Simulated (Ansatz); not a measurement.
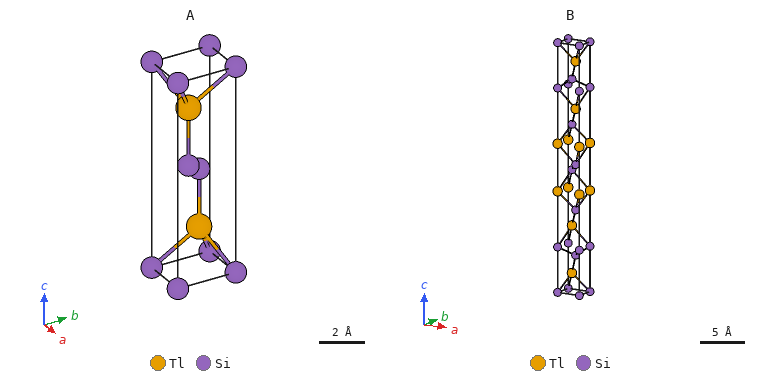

Two structures of Tl₂Si₃, each relaxed to rest (conventional cells in solid outline, small ones repeated, not to one scale). Method: Ansatz, DFT PBE, scalar-relativistic, plane waves, PAW, without spin polarisation.

What structure does each panel show?

Answer. A: 5 atoms a cell on a primitive hexagonal lattice, P-3m1. B: 15 atoms a cell on a rhombohedral (trigonal R) lattice, R-3m.

Which form lies lower?

Answer. A is lower, by 68 meV/atom at this level of theory (energies at zero smearing). Volumes: A 25.3, B 23.8 Å³/atom.

One or both may be structure types tried for this composition rather than known phases.
